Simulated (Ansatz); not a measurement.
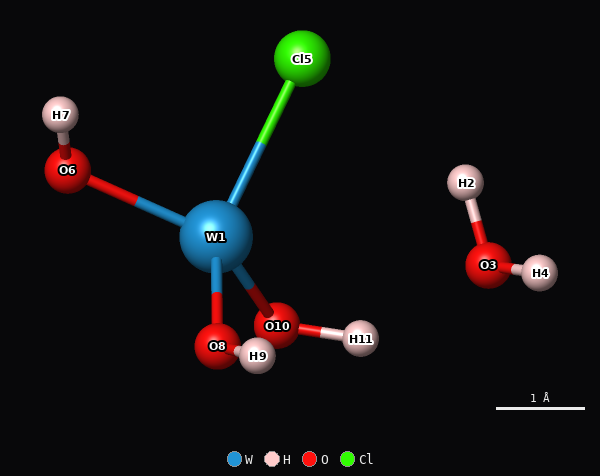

Fig. 1: The starting structure (ball-and-stick view, seen at a tilt; atoms are numbered from 1 in the order of the input). Sticks mark near contacts.

# Run report: WH₅ClO₄, geometry relaxation (part 1 of 2)

System: WH₅ClO₄.
Method: RKS BHLYP-D4/def2-SVP (Ansatz 0.2.0).

It belongs to a series of runs on one base structure; here: end point B relaxed. Figures and captions count atoms from 1; the log counts them from 0 in places.

## Input
```yaml
crystal:
  periodic: [false, false, false]
  atoms:
    - { symbol: W, position_ang: [-0.700159, -0.153667, -0.236304] }
    - { symbol: H, position_ang: [1.845284, 0.815742, 0.834768] }
    - { symbol: O, position_ang: [2.36453, 0.130197, 0.365643] }
    - { symbol: H, position_ang: [2.809684, -0.374647, 1.043116] }
    - { symbol: Cl, position_ang: [-0.268499, 1.86332, 0.875648] }
    - { symbol: O, position_ang: [-2.562383, 0.029137, -0.115296] }
    - { symbol: H, position_ang: [-2.952156, 0.002289, 0.768339] }
    - { symbol: O, position_ang: [-0.550827, -1.999616, 0.005746] }
    - { symbol: H, position_ang: [-0.235421, -2.587394, 0.686067] }
    - { symbol: O, position_ang: [0.489445, 0.120986, -1.644028] }
    - { symbol: H, position_ang: [1.410001, 0.040753, -1.3461] }
basis:
  gaussian: { orbitals: def2-SVP }
hamiltonian:
  xc: { name: BHLYP }
  dispersion: d4
relax:
  f_tol: 0.03
  max_steps: 50
output:
  orbitals: {}
```

Hardware: 4 threads of Arm Neoverse V1, 24 GiB of memory available, shared host.

Run as:
```bash
ansatz run input.yaml --threads 4 --pin off --max-ram 5120MiB --backend cpu --events-out ev --progress --plain --runs-dir out
```

## Output
```
The last accepted step is kept in [file] (removed where the run ends without a failure and the disk answers)
Engine: ansatz 0.2.0, aarch64-unknown-linux-gnu
Functional definition: BHLYP
  parameter a = 0.5
  exchange = (1 - a)*b88_x + a*exact_x
  correlation = lyp_c
1355 factors; integrals over basis functions are off by at most 3.7e-4 eV
mean field evaluation 1: about -22590.0416 eV, gradient 8.4e1 eV
mean field evaluation 2: about -22563.6196 eV, gradient 1.5e2 eV
mean field evaluation 4: about -22602.5464 eV, gradient 6.3e0 eV
mean field evaluation 8: about -22602.8033 eV, gradient 8.2e-1 eV
mean field evaluation 16: about -22602.8063 eV, gradient 8.1e-3 eV
mean field -22602.80630637 eV, -830.6378110267 hartree, gradient 8.0e-5 eV, S^2 0.000000; 0 other end points of the search recorded, 0 dependent functions left out
the calculation of the forces begins
reference -22602.80652282 eV, -830.6378189812 hartree; 34, 34 occupied and 97, 97 virtual orbitals, 1355 factors
relax step   1: F+E_penalty+E_count = -22603.17558396 eV  Δ(F+E_penalty+E_count) = +0.000e0 eV  max|allowed force component| = 6.764e-1 eV/Å  Δτ_max = 0.0000 Å  (45 SCF iters, accepted)
these checks for a lower state are left out or cut short: starts, cluster_reference, orbital_swaps, neighbouring_geometries, increment
1355 factors; integrals over basis functions are off by at most 3.8e-4 eV
mean field evaluation 32: about -22602.8055 eV, gradient 6.1e-1 eV
mean field -22602.80681986 eV, -830.6378298970 hartree, gradient 4.2e-5 eV, S^2 0.000000; 0 other end points of the search recorded, 0 dependent functions left out
[... from here on the field's lines of each further geometry are left out, up to the last ...]
relax step   2: F+E_penalty+E_count = -22603.17594156 eV  Δ(F+E_penalty+E_count) = -3.576e-4 eV  max|allowed force component| = 1.280e0 eV/Å  Δτ_max = 0.1919 Å  (50 SCF iters, accepted)
relax step   3: F+E_penalty+E_count = -22603.18444014 eV  Δ(F+E_penalty+E_count) = -8.499e-3 eV  max|allowed force component| = 1.055e0 eV/Å  Δτ_max = 0.1108 Å  (49 SCF iters, accepted)
relax step   4: F+E_penalty+E_count = -22603.16825323 eV  Δ(F+E_penalty+E_count) = +1.619e-2 eV  max|allowed force component| = 1.311e0 eV/Å  Δτ_max = 0.2000 Å  (48 SCF iters, rejected (line search))
relax step   5: F+E_penalty+E_count = -22603.20451157 eV  Δ(F+E_penalty+E_count) = -2.007e-2 eV  max|allowed force component| = 2.150e-1 eV/Å  Δτ_max = 0.0973 Å  (50 SCF iters, accepted)
relax step   6: F+E_penalty+E_count = -22603.21037066 eV  Δ(F+E_penalty+E_count) = -5.859e-3 eV  max|allowed force component| = 1.148e-1 eV/Å  Δτ_max = 0.0677 Å  (52 SCF iters, accepted)
relax step   7: F+E_penalty+E_count = -22603.21200775 eV  Δ(F+E_penalty+E_count) = -1.637e-3 eV  max|allowed force component| = 1.114e-1 eV/Å  Δτ_max = 0.0529 Å  (53 SCF iters, accepted)
relax step   8: F+E_penalty+E_count = -22603.21389174 eV  Δ(F+E_penalty+E_count) = -1.884e-3 eV  max|allowed force component| = 1.037e-1 eV/Å  Δτ_max = 0.0429 Å  (54 SCF iters, accepted)
relax step   9: F+E_penalty+E_count = -22603.21507865 eV  Δ(F+E_penalty+E_count) = -1.187e-3 eV  max|allowed force component| = 2.149e-1 eV/Å  Δτ_max = 0.0980 Å  (52 SCF iters, accepted)
relax step  10: F+E_penalty+E_count = -22603.21622485 eV  Δ(F+E_penalty+E_count) = -1.146e-3 eV  max|allowed force component| = 1.567e-1 eV/Å  Δτ_max = 0.0719 Å  (52 SCF iters, accepted)
relax step  11: F+E_penalty+E_count = -22603.21699879 eV  Δ(F+E_penalty+E_count) = -7.739e-4 eV  max|allowed force component| = 1.392e-1 eV/Å  Δτ_max = 0.0575 Å  (49 SCF iters, accepted)
relax step  12: F+E_penalty+E_count = -22603.21761303 eV  Δ(F+E_penalty+E_count) = -6.142e-4 eV  max|allowed force component| = 4.580e-2 eV/Å  Δτ_max = 0.0300 Å  (50 SCF iters, accepted)
relax step  13: F+E_penalty+E_count = -22603.21794039 eV  Δ(F+E_penalty+E_count) = -3.274e-4 eV  max|allowed force component| = 1.937e-2 eV/Å  Δτ_max = 0.0334 Å  (50 SCF iters, accepted)
relax step  14: F+E_penalty+E_count = -22603.21809709 eV  Δ(F+E_penalty+E_count) = -1.567e-4 eV  max|allowed force component| = 1.661e-1 eV/Å  Δτ_max = 0.0620 Å  (49 SCF iters, accepted)
relax step  15: F+E_penalty+E_count = -22603.21873851 eV  Δ(F+E_penalty+E_count) = -6.414e-4 eV  max|allowed force component| = 7.630e-2 eV/Å  Δτ_max = 0.0158 Å  (47 SCF iters, accepted)
relax step  16: F+E_penalty+E_count = -22603.21905979 eV  Δ(F+E_penalty+E_count) = -3.213e-4 eV  max|allowed force component| = 2.368e-1 eV/Å  Δτ_max = 0.0529 Å  (48 SCF iters, accepted)
relax step  17: F+E_penalty+E_count = -22603.22038819 eV  Δ(F+E_penalty+E_count) = -1.328e-3 eV  max|allowed force component| = 1.495e-1 eV/Å  Δτ_max = 0.0322 Å  (51 SCF iters, accepted)
relax step  18: F+E_penalty+E_count = -22603.21919235 eV  Δ(F+E_penalty+E_count) = +1.196e-3 eV  max|allowed force component| = 3.513e-1 eV/Å  Δτ_max = 0.0731 Å  (48 SCF iters, rejected (line search))
relax step  19: F+E_penalty+E_count = -22603.22156138 eV  Δ(F+E_penalty+E_count) = -1.173e-3 eV  max|allowed force component| = 5.901e-2 eV/Å  Δτ_max = 0.0359 Å  (50 SCF iters, accepted)
relax step  20: F+E_penalty+E_count = -22603.22170156 eV  Δ(F+E_penalty+E_count) = -1.402e-4 eV  max|allowed force component| = 4.158e-1 eV/Å  Δτ_max = 0.0998 Å  (49 SCF iters, accepted)
relax step  21: F+E_penalty+E_count = -22603.21991814 eV  Δ(F+E_penalty+E_count) = +1.783e-3 eV  max|allowed force component| = 2.387e-1 eV/Å  Δτ_max = 0.1500 Å  (49 SCF iters, rejected (line search))
relax step  22: F+E_penalty+E_count = -22603.22487925 eV  Δ(F+E_penalty+E_count) = -3.178e-3 eV  max|allowed force component| = 7.748e-2 eV/Å  Δτ_max = 0.0737 Å  (54 SCF iters, accepted)
relax step  23: F+E_penalty+E_count = -22603.22580051 eV  Δ(F+E_penalty+E_count) = -9.213e-4 eV  max|allowed force component| = 1.404e-1 eV/Å  Δτ_max = 0.0734 Å  (51 SCF iters, accepted)
relax step  24: F+E_penalty+E_count = -22603.22698420 eV  Δ(F+E_penalty+E_count) = -1.184e-3 eV  max|allowed force component| = 2.327e-1 eV/Å  Δτ_max = 0.0650 Å  (51 SCF iters, accepted)
relax step  25: F+E_penalty+E_count = -22603.22800260 eV  Δ(F+E_penalty+E_count) = -1.018e-3 eV  max|allowed force component| = 1.920e-1 eV/Å  Δτ_max = 0.0411 Å  (50 SCF iters, accepted)
relax step  26: F+E_penalty+E_count = -22603.22919277 eV  Δ(F+E_penalty+E_count) = -1.190e-3 eV  max|allowed force component| = 1.988e-1 eV/Å  Δτ_max = 0.0756 Å  (52 SCF iters, accepted)
relax step  27: F+E_penalty+E_count = -22603.22946998 eV  Δ(F+E_penalty+E_count) = -2.772e-4 eV  max|allowed force component| = 3.061e-1 eV/Å  Δτ_max = 0.0780 Å  (52 SCF iters, accepted)
relax step  28: F+E_penalty+E_count = -22603.23053507 eV  Δ(F+E_penalty+E_count) = -1.065e-3 eV  max|allowed force component| = 1.968e-1 eV/Å  Δτ_max = 0.0248 Å  (50 SCF iters, accepted)
relax step  29: F+E_penalty+E_count = -22603.23088162 eV  Δ(F+E_penalty+E_count) = -3.465e-4 eV  max|allowed force component| = 1.243e-1 eV/Å  Δτ_max = 0.0587 Å  (49 SCF iters, accepted)
relax step  30: F+E_penalty+E_count = -22603.23191515 eV  Δ(F+E_penalty+E_count) = -1.034e-3 eV  max|allowed force component| = 3.293e-2 eV/Å  Δτ_max = 0.0198 Å  (50 SCF iters, accepted)
relax step  31: F+E_penalty+E_count = -22603.23238604 eV  Δ(F+E_penalty+E_count) = -4.709e-4 eV  max|allowed force component| = 1.015e-1 eV/Å  Δτ_max = 0.0475 Å  (53 SCF iters, accepted)
relax step  32: F+E_penalty+E_count = -22603.23270970 eV  Δ(F+E_penalty+E_count) = -3.237e-4 eV  max|allowed force component| = 1.382e-1 eV/Å  Δτ_max = 0.0516 Å  (49 SCF iters, accepted)
relax step  33: F+E_penalty+E_count = -22603.23306466 eV  Δ(F+E_penalty+E_count) = -3.550e-4 eV  max|allowed force component| = 1.135e-1 eV/Å  Δτ_max = 0.0310 Å  (49 SCF iters, accepted)
relax step  34: F+E_penalty+E_count = -22603.23341097 eV  Δ(F+E_penalty+E_count) = -3.463e-4 eV  max|allowed force component| = 6.485e-2 eV/Å  Δτ_max = 0.0587 Å  (52 SCF iters, accepted)
relax step  35: F+E_penalty+E_count = -22603.23365555 eV  Δ(F+E_penalty+E_count) = -2.446e-4 eV  max|allowed force component| = 1.290e-1 eV/Å  Δτ_max = 0.0621 Å  (51 SCF iters, accepted)
relax step  36: F+E_penalty+E_count = -22603.23378265 eV  Δ(F+E_penalty+E_count) = -1.271e-4 eV  max|allowed force component| = 8.055e-2 eV/Å  Δτ_max = 0.0111 Å  (49 SCF iters, accepted)
the calculation of the forces begins
reference -22602.88043175 eV, -830.6405350841 hartree; 34, 34 occupied and 97, 97 virtual orbitals, 1355 factors
relax step  37: F+E_penalty+E_count = -22603.23391854 eV  Δ(F+E_penalty+E_count) = -1.359e-4 eV  max|allowed force component| = 9.327e-3 eV/Å  Δτ_max = 0.0058 Å  (53 SCF iters, accepted)
1355 factors; integrals over basis functions are off by at most 3.8e-4 eV
mean field evaluation 288: about -22602.7092 eV, gradient 1.7e0 eV
```

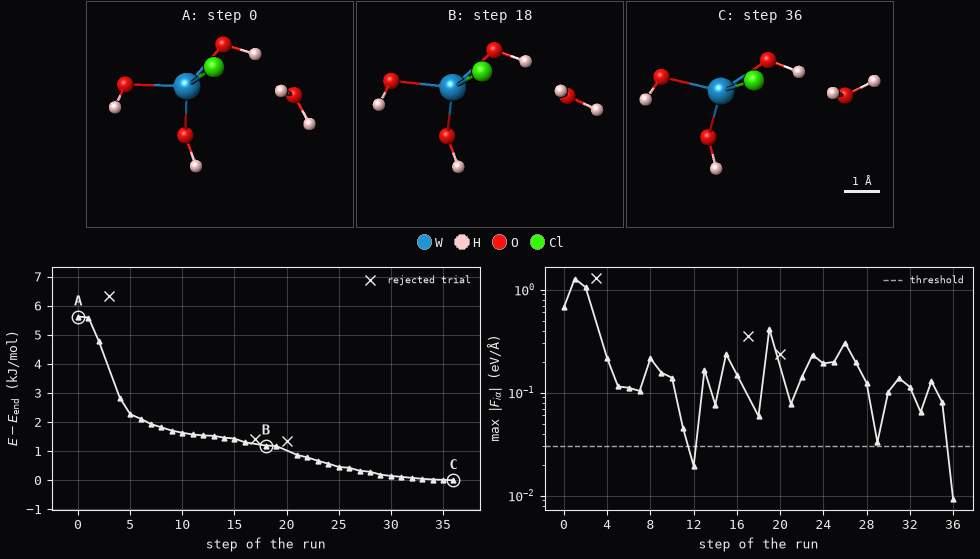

Fig. 2: Frames of the relaxation (ball-and-stick view, seen at a tilt) above the curves, on which the letters mark them (the first geometry is step 0 here and step 1 in the log).

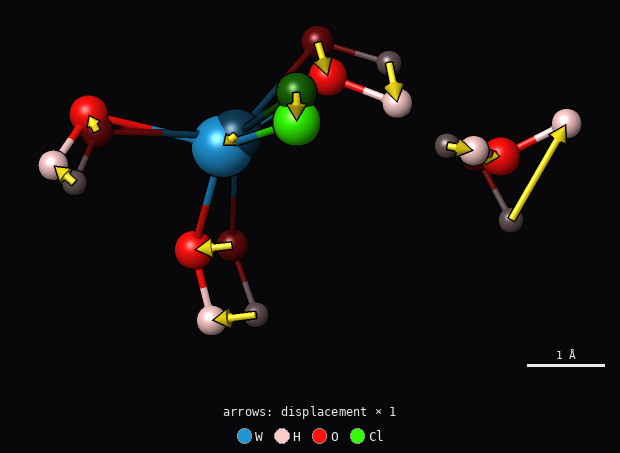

Fig. 3: Start (faint) and end (solid) with the displacements as yellow arrows, at true length (ball-and-stick view, seen at a tilt). The two geometries are laid on each other by the best rigid fit. The largest move after the best rigid fit is that of H4, 1.45 Å. Largest moves by element: H 1.45 Å, O 0.51 Å, Cl 0.39 Å, W 0.23 Å. Among the contacts that change: H2–O3 0.980 → 0.961 Å, O10–H11 0.971 → 0.983 Å, W1–O10 1.863 → 1.853 Å, W1–O8 1.868 → 1.863 Å. Among the angles that change: O6–W1–O10 131.9° → 136.1°, Cl5–W1–O10 96.5° → 93.0°, W1–O10–H11 111.2° → 114.4°. The energy falls by 5.63 kJ/mol in 36 geometry steps. The largest force component goes from 0.68 to 0.0093 eV/Å. The line search rejected the trial steps at points 3, 17, 20 (counted from 0) and went back. (Atoms are counted from 1 in the order of the input.)

```
mean field -22602.88021741 eV, -830.6405272073 hartree, gradient 2.4e-5 eV, S^2 0.000000; 1 other end points of the search recorded, 0 dependent functions left out
the calculation of the forces begins
reference -22602.88043175 eV, -830.6405350841 hartree; 34, 34 occupied and 97, 97 virtual orbitals, 1355 factors
Total energy: -22603.23413287 eV, -830.6535333607 hartree
Atom 0 at    -0.862343    -0.299104    -0.186840 Å, force    -0.001593    -0.009327    -0.008107 eV/Å
Atom 1 at     2.178610     0.854886     0.968138 Å, force     0.001206    -0.000385    -0.001139 eV/Å
Atom 2 at     2.666947     0.194594     0.469980 Å, force     0.002958     0.004693    -0.001288 eV/Å
Atom 3 at     3.509964     0.592884     0.260788 Å, force    -0.003374    -0.001950     0.000183 eV/Å
Atom 4 at    -0.247573     1.560268     1.095874 Å, force     0.001329     0.000337     0.001157 eV/Å
Atom 5 at    -2.668686     0.195075    -0.304385 Å, force    -0.000040    -0.000625     0.002127 eV/Å
Atom 6 at    -3.210296     0.086509     0.486688 Å, force    -0.000706     0.001009    -0.001547 eV/Å
Atom 7 at    -1.039423    -2.148978    -0.051713 Å, force    -0.001701     0.006533     0.004714 eV/Å
Atom 8 at    -0.796577    -2.834773     0.564197 Å, force    -0.000318    -0.003099    -0.001676 eV/Å
Atom 9 at     0.632010    -0.165871    -1.275092 Å, force     0.000548     0.005589     0.005230 eV/Å
```
